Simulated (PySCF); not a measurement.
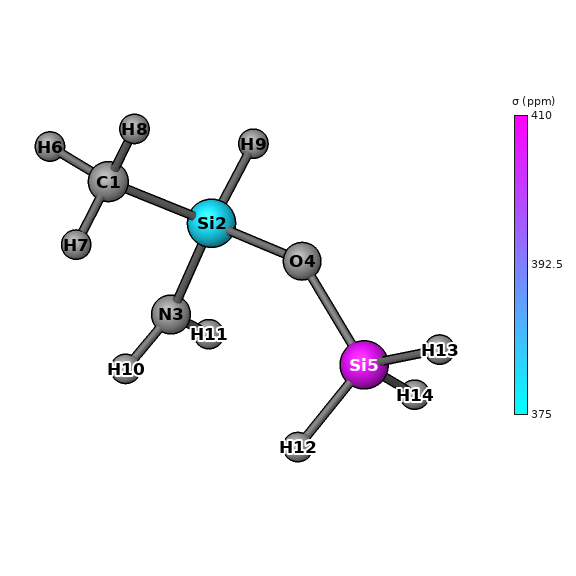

Atoms are coloured by their isotropic NMR shieldings (Si only, the others grey). The geometry was computed by an optimisation with PBE0-D3(BJ)/def2-SVP. No frequency run is at hand to confirm it as a minimum. Method: GIAO BHandHLYP/pcSseg-1 NMR shielding, non-relativistic, gas phase (PySCF 2.14.0).

Give the isotropic NMR shieldings of the Si atoms atom by atom.

```csv
atom,σ (ppm)
Si2,378.9
Si5,407.2
```
